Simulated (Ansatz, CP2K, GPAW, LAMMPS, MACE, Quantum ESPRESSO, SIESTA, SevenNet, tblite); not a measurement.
**Quantum ESPRESSO on amorphous 43Bi2O3-57BaO (mol %) (99 atoms): settings against a plane-wave reference**

How near does Quantum ESPRESSO come to plane waves for amorphous 43Bi2O3-57BaO (mol %) (99 atoms)?

Program: Quantum ESPRESSO 7.5. Level of theory: the method is named at each step. Results are calculated unless marked as measured.

## Step 1: Starting point

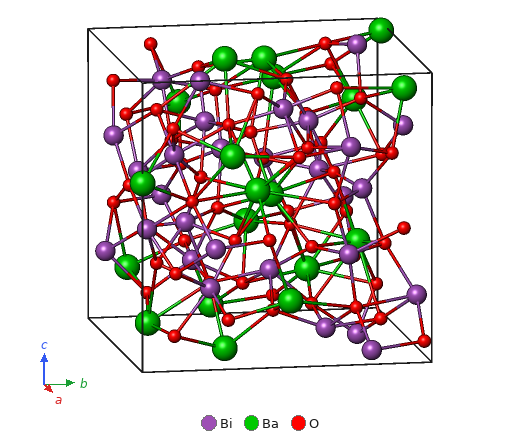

The cell as given, slightly off an axis (bismuth purple, barium green, oxygen red). Some periodic images of atoms are drawn too.

The cell holds 99 atoms: 26 Bi, 17 Ba and 56 O. Its edges and angles: a = 11.487 Å, b = 11.487 Å, c = 11.487 Å, α = 90.0°, β = 90.0°, γ = 90.0°. 99 atoms (26 Gd, 17 Ba, 56 O) placed at random at 8.51 g/cm³, melted at 5000 K for 10 ps at fixed volume with the Morse and Coulomb pair potential with partial charges (Pedone, Malavasi, Menziani, Cormack and Segre, J. Phys. Chem. B 110, 11780 (2006)). Quenched from 5000 K to 300 K at 50 K/ps and fixed volume, held 5 ps, then minimised at fixed cell. Then Gd was replaced by Bi and the cell scaled by 1.02 (the potential has no terms for the new elements, so the cell is a start for a DFT relaxation).

The yardstick, on the same geometry:

- method: Kohn-Sham DFT, PBE, PAW, plane waves (Ansatz 0.2.0); cutoff 420 eV, Γ point, fermi-dirac smearing of 0.05 eV; PAW set soft_2
- r.m.s. force component: 0.6986 eV/Å
- longest force: 2.338 eV/Å
- pressure: 21.02 GPa
- gap (highest filled to lowest empty level): 1.234 eV
- SCF cycles: 8
- time: 17 s on 8 threads of Arm Neoverse V2, shared host
- CPU time: 1.9 min

## Step 2: PBE, sssp-1.3.0-efficiency, 60/480 Ry

Method: Kohn-Sham DFT, PBE, SSSP efficiency 1.3.0 pseudopotentials, plane waves.

pw.in reads:

```
&control
  calculation = 'scf'
  pseudo_dir = './pseudo'
  outdir = './tmp'
  disk_io = 'none'
  tprnfor = .true.
  tstress = .true.
/
&system
  ibrav = 0
  nat = 99
  ntyp = 3
  ecutwfc = 60
  ecutrho = 480
  nosym = .true.
  occupations = 'smearing'
  smearing = 'fd'
  degauss = 0.003675
/
&electrons
  conv_thr = 5.0e-07
  electron_maxstep = 100
  mixing_beta = 0.4
  mixing_mode = 'plain'
  diagonalization = 'david'
/
ATOMIC_SPECIES
Bi 208.980 Bi.upf
Ba 137.327 Ba.upf
O 15.999 O.upf
CELL_PARAMETERS angstrom
11.48663 0.00000 0.00000
0.00000 11.48663 0.00000
0.00000 0.00000 11.48663
ATOMIC_POSITIONS crystal
Bi 0.01221 0.60466 0.53490
Bi 0.77930 0.52771 0.85050
Bi 0.06710 0.86998 0.40233
Bi 0.51627 0.30639 0.76565
Bi 0.32039 0.29872 0.25066
Bi 0.30872 0.73930 0.54519
Bi 0.25809 0.20618 0.86356
Bi 0.72440 0.28596 0.22910
Bi 0.87425 0.74381 0.72940
Bi 0.47443 0.99914 0.72000
Bi 0.74747 0.99480 0.18584
Bi 0.88699 0.22041 0.97787
Bi 0.99754 0.25383 0.41620
Bi 0.75313 0.06233 0.44608
Bi 0.97084 0.79766 0.04361
Bi 0.72297 0.16202 0.69413
Bi 0.25303 0.01231 0.27865
Bi 0.66746 0.69517 0.06731
Bi 0.67646 0.81952 0.54627
Bi 0.52016 0.23870 0.42132
Bi 0.82254 0.74689 0.34825
Bi 0.43169 0.84811 0.99664
Bi 0.28595 0.40655 0.62478
Bi 0.51535 0.66435 0.75516
Bi 0.51354 0.53122 0.24628
Bi 0.24985 0.12579 0.55080
Ba 0.48772 0.11436 0.07080
Ba 0.61589 0.35633 0.99891
Ba 0.97990 0.00432 0.64908
Ba 0.20880 0.88040 0.76598
Ba 0.48197 0.83988 0.32742
Ba 0.73848 0.95297 0.89979
Ba 0.54880 0.52880 0.51281
Ba 0.12202 0.61874 0.83614
Ba 0.90445 0.52969 0.21073
Ba 0.24424 0.71027 0.19208
Ba 0.03710 0.12836 0.17878
Ba 0.18344 0.51197 0.35292
Ba 0.11401 0.40199 0.05346
Ba 0.14816 0.98484 0.98675
Ba 0.00224 0.31099 0.73590
Ba 0.35649 0.54112 0.94512
Ba 0.77689 0.43991 0.57124
O 0.50392 0.75464 0.57257
O 0.90383 0.99193 0.05520
O 0.69462 0.62892 0.69756
O 0.82385 0.77142 0.16440
O 0.71822 0.16359 0.06627
O 0.26257 0.15515 0.13154
O 0.89863 0.31595 0.15065
O 0.11003 0.06777 0.41768
O 0.81356 0.70679 0.92315
O 0.08068 0.20088 0.95514
O 0.47609 0.68257 0.11592
O 0.36719 0.21922 0.67820
O 0.85991 0.19772 0.55659
[... 39 atom lines left out ...]
O 0.50916 0.32439 0.20707
O 0.14061 0.29547 0.54925
O 0.61947 0.12039 0.30193
O 0.20454 0.40105 0.81345
K_POINTS gamma
```

On the command line:

```console
$ OMP_NUM_THREADS=1 mpirun -np 4 pw.x -in pw.in > output.txt
```

The log of the run:

```text
Program PWSCF
     gamma-point specific algorithms are used
     one sub-group per band group will be used
     scalapack distributed-memory algorithm (size of sub-group:  2*  2 procs)
     Parallelization info
     sticks:   dense  smooth     PW     G-vecs:    dense   smooth      PW
     Min        4497    2250    559               453806   160546   20095
     Max        4500    2251    562               453812   160549   20102
     Sum       17993    9001   2241              1815231   642187   80389
     bravais-lattice index     =            0
     lattice parameter (alat)  =      21.7066  a.u.
     unit-cell volume          =   10227.6180 (a.u.)^3
     number of atoms/cell      =           99
     number of atomic types    =            3
     number of electrons       =       896.00
     number of Kohn-Sham states=          538
     kinetic-energy cutoff     =      60.0000  Ry
     charge density cutoff     =     480.0000  Ry
     scf convergence threshold =      5.0E-07
     mixing beta               =       0.4000
     number of iterations used =            8  plain     mixing
     Exchange-correlation= SLA  PW   PBX  PBC
                           (   1   4   3   4   0   0   0)
     crystal axes: (cart. coord. in units of alat)
               a(1) = (   1.000000   0.000000   0.000000 )
               a(2) = (   0.000000   1.000000   0.000000 )
               a(3) = (   0.000000   0.000000   1.000000 )
     reciprocal axes: (cart. coord. in units 2 pi/alat)
               b(1) = (  1.000000  0.000000  0.000000 )
               b(2) = (  0.000000  1.000000  0.000000 )
               b(3) = (  0.000000  0.000000  1.000000 )
     PseudoPot. # 1 for Bi:
     Pseudo is Ultrasoft + core correction, Zval = 15.0
     PseudoPot. # 2 for Ba:
     Pseudo is Projector augmented-wave + core cor, Zval = 10.0
     PseudoPot. # 3 for O :
     Pseudo is Projector augmented-wave + core cor, Zval =  6.0
     atomic species   valence    mass     pseudopotential
     Bi               15.00   208.98000     Bi( 1.00)
     Ba               10.00   137.32700     Ba( 1.00)
     O                 6.00    15.99900     O ( 1.00)
     No symmetry found
   Cartesian axes
     number of k points=     1  Fermi-Dirac smearing, width (Ry)=  0.0037
                       cart. coord. in units 2pi/alat
        k(    1) = (   0.0000000   0.0000000   0.0000000), wk =   2.0000000
     Dense  grid:   907616 G-vectors     FFT dimensions: ( 160, 160, 160)
     Smooth grid:   321094 G-vectors     FFT dimensions: ( 108, 108, 108)
     Check: negative core charge=   -0.000001
     Initial potential from superposition of free atoms
     starting charge     869.7098, renormalised to     896.0000
     negative rho (up, down):  1.105E+00 0.000E+00
     Starting wfcs are  543 randomized atomic wfcs
     Self-consistent Calculation
     iteration #  1     ecut=    60.00 Ry     beta= 0.40
     negative rho (up, down):  1.182E+00 0.000E+00
     total energy              =  -14559.16836128 Ry
     estimated scf accuracy    <      28.22638980 Ry
     iteration #  2     ecut=    60.00 Ry     beta= 0.40
     negative rho (up, down):  1.342E+00 0.000E+00
     total energy              =  -14563.65484417 Ry
     estimated scf accuracy    <      13.20642394 Ry
     iteration #  3     ecut=    60.00 Ry     beta= 0.40
     negative rho (up, down):  1.431E+00 0.000E+00
     total energy              =  -14565.58051384 Ry
     estimated scf accuracy    <      12.87672488 Ry
     iteration #  4     ecut=    60.00 Ry     beta= 0.40
     negative rho (up, down):  1.523E+00 0.000E+00
     total energy              =  -14566.86336414 Ry
     estimated scf accuracy    <       0.60894810 Ry
     iteration #  5     ecut=    60.00 Ry     beta= 0.40
     negative rho (up, down):  1.473E+00 0.000E+00
     total energy              =  -14566.94420023 Ry
     estimated scf accuracy    <       0.28322818 Ry
     iteration #  6     ecut=    60.00 Ry     beta= 0.40
[...]
total energy              =  -14566.97701292 Ry
     estimated scf accuracy    <       0.12700471 Ry
[...]
total energy              =  -14566.98856296 Ry
[...]
iteration # 18     ecut=    60.00 Ry     beta= 0.40
[...]
total energy              =  -14566.98856357 Ry
     estimated scf accuracy    <       0.00000104 Ry
     iteration # 19     ecut=    60.00 Ry     beta= 0.40
[...]
total energy              =  -14566.98856374 Ry
     estimated scf accuracy    <       0.00000063 Ry
     iteration # 20     ecut=    60.00 Ry     beta= 0.40
     negative rho (up, down):  1.066E+00 0.000E+00
     End of self-consistent calculation
          k = 0.0000 0.0000 0.0000 ( 40195 PWs)   bands (ev):
   -14.9066 -14.8075 -14.6603 -14.5280 -14.5048 -14.4232 -14.3121 -14.2478
   -14.2314 -14.1845 -14.0677 -14.0317 -13.9993 -13.9218 -13.8640 -13.8096
   -13.7017 -10.6909 -10.6618 -10.6152 -10.6031 -10.5188 -10.4902 -10.4770
   -10.4479 -10.4384 -10.4343 -10.4076 -10.4006 -10.3822 -10.3638 -10.3569
   -10.3399 -10.3320 -10.3251 -10.3148 -10.3001 -10.2855 -10.2759 -10.2676
   -10.2526 -10.2472 -10.2327 -10.2268 -10.2129 -10.2077 -10.1972 -10.1933
[...]
17.6286  17.6724  17.7214  17.7743  17.7760  17.8462  17.8820  17.9340
    17.9773  18.0061  18.0188  18.0725  18.0895  18.0931  18.1380  18.1463
    18.2282  18.2555  18.3154  18.3597  18.3909  18.4148  18.4238  18.5009
    18.5233  18.5816
     the Fermi energy is    13.4411 ev
!    total energy              =  -14566.98856379 Ry
     estimated scf accuracy    <       0.00000026 Ry
     smearing contrib. (-TS)   =      -0.00000102 Ry
     internal energy E=F+TS    =  -14566.98856277 Ry
     The total energy is F=E-TS. E is the sum of the following terms:
     one-electron contribution =   -1548.07690332 Ry
     hartree contribution      =    1480.80504492 Ry
     xc contribution           =   -2452.44239996 Ry
     ewald contribution        =   -5139.56566642 Ry
     one-center paw contrib.   =   -6907.70863799 Ry
     convergence has been achieved in  20 iterations
     negative rho (up, down):  1.066E+00 0.000E+00
     Forces acting on atoms (cartesian axes, Ry/au):
     atom    1 type  1   force =    -0.00685727    0.02614462    0.00978786
     atom    2 type  1   force =     0.00500041   -0.02968300    0.01293264
     atom    3 type  1   force =    -0.02202216   -0.00893392   -0.00090561
     atom    4 type  1   force =    -0.02996987    0.02153922   -0.04258770
     atom    5 type  1   force =    -0.00466809   -0.01575131   -0.02030857
     atom    6 type  1   force =    -0.00416978   -0.01680745    0.00237349
[...]
atom   97 type  3   force =    -0.03923358    0.01066819    0.00447485
     atom   98 type  3   force =     0.01039427   -0.03338649   -0.04772638
     atom   99 type  3   force =    -0.02331398    0.01203694    0.01996683
     Total force =     0.465998     Total SCF correction =     0.000409
     Computing stress (Cartesian axis) and pressure
     negative rho (up, down):  1.066E+00 0.000E+00
          total   stress  (Ry/bohr**3)                   (kbar)     P=      212.30
   0.00159723  -0.00001863  -0.00006406          234.96       -2.74       -9.42
  -0.00001863   0.00120569   0.00001576           -2.74      177.36        2.32
  -0.00006406   0.00001576   0.00152656           -9.42        2.32      224.56
     Message from routine punch:
     Nothing written, as per user request (disk_io='none')
```

The job ended after 9.3 min (4 MPI ranks of Arm Neoverse V2, shared host; peak memory 5.4 GiB; 37 min of CPU time).

Banners, paths, timers and routine set-up lines are dropped from the logs unmarked, and long logs keep their key lines alone; longer cuts are marked.

Compared with the plane-wave run:

| Property | Result |
| --- | --- |
| r.m.s. force component | 0.6952 eV/Å |
| r.m.s. difference of force components | 25.25 meV/Å |
| longest difference of force vectors | 107.5 meV/Å |
| force difference over r.m.s. force | 3.614 % |
| slope of forces against the reference's | 0.9946 |
| correlation of force components | 0.9994 |
| gap (highest filled to lowest empty level) | 1.235 eV |
| gap difference | 0.0015 eV |
| pressure | 21.23 GPa |
| pressure difference | 0.2081 GPa |

Length of the force difference by element (eV/Å):

```csv
element,atoms,mean,most
Ba,17,0.051,0.090
Bi,26,0.028,0.060
O,56,0.039,0.11
```

Levels nearest the highest filled one (eV from it): -0.81, -0.72, -0.64, -0.51, -0.46, -0.40, -0.37, -0.32, -0.23, -0.12, -0.06, 0.00, 1.24, 1.49, 1.60, 1.70, 1.80, 1.93, 1.97, 2.02, 2.05, 2.16, 2.22, 2.28.

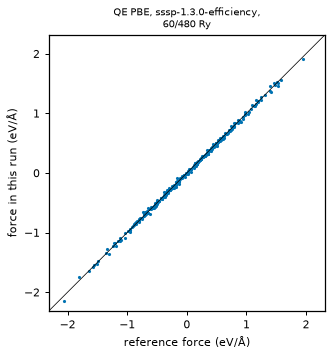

Force components against those of the reference; the line marks equality.

Local excerpt of 9 atoms (numbers count through the whole input) about Ba33, which bears the longest force; x, y, z are measured from there.

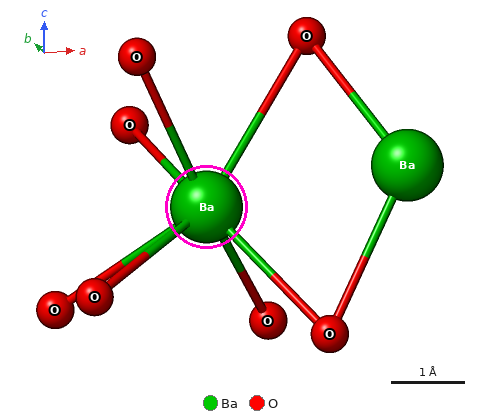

The atoms of the table, within 2.9 Å (arrows a, b, c point along x, y, z); some may hide others; the central atom is ringed.

```csv
atom,x,y,z,distance (Å),bonds,Fx,Fy,Fz (eV/Å)
Ba33,0.00,0.00,0.00,0.00,8,-2.14,0.59,-0.95
O68,-1.11,-0.59,2.27,2.60,5,-0.25,0.39,-0.29
O81,1.19,1.40,-1.91,2.65,4,-0.66,0.20,0.02
O84,1.37,-1.68,-1.53,2.66,4,-0.24,0.85,1.47
O59,-1.89,1.13,-1.59,2.71,6,-0.08,0.57,0.28
O44,-0.52,2.59,0.69,2.73,5,-0.67,-0.16,-0.43
O62,-1.97,-1.75,-0.86,2.77,5,0.06,0.74,0.39
Ba43,2.62,-1.02,0.67,2.89,8,1.46,-1.15,-0.46
O46,1.67,1.15,2.12,2.94,5,0.94,0.17,-1.35
```

Forces lie 3.6 % from the reference's, at 19 times its CPU time (on 4 against 8 cores).

## Step 3: Summary of results

```json
{"force difference from the reference": "QE PBE, sssp-1.3.0-efficiency, 60/480 Ry, 3.6 %", "its CPU time": "37 min"}
```

What this shows: PBE on plane waves or a grid with other potentials, cutoffs or grids differs from the reference by 3.6 % (QE PBE, sssp-1.3.0-efficiency, 60/480 Ry) of the r.m.s. force; this holds the reference's own error, so differences of a few per cent don't tell which side is nearer the exact PBE result (QE's 60 Ry are 816 eV, against the reference's 420 eV). PBE gaps agree with the reference's 1.23 eV within 0.002 eV. The quench rate of 50 K/ps is many orders above laboratory rates, so the cell is likely richer in defects and strain than a real sample. The network of bonds at the start is that of the classical potential that made the cell, and needn't be the one that DFT or experiment would give. The reference's stress is far from hydrostatic: its diagonal is 23.3, 17.6, 22.2 GPa, compression counted positive. The reference's pressure of 21 GPa belongs to a cell and atoms that aren't relaxed at this level. The electronic-structure runs sample only Γ, in a cell whose shortest periodic width is 11 Å. Spin–orbit coupling is left out, which matters for the levels of the heavy elements.

[Also dropped from logs without a mark: logging warnings of Python, and SIESTA's first energy breakdown and zero terms.]

[Logs are printed without paths, hosts, clocks, repeated set-up lines and the standing remarks that a program may print on its own settings, such as how far it seeks lower states.]

[Hosts, paths, dates, database ids (printed as entryN), source tags and the programs' standing remarks are cut or masked in the printed files.]
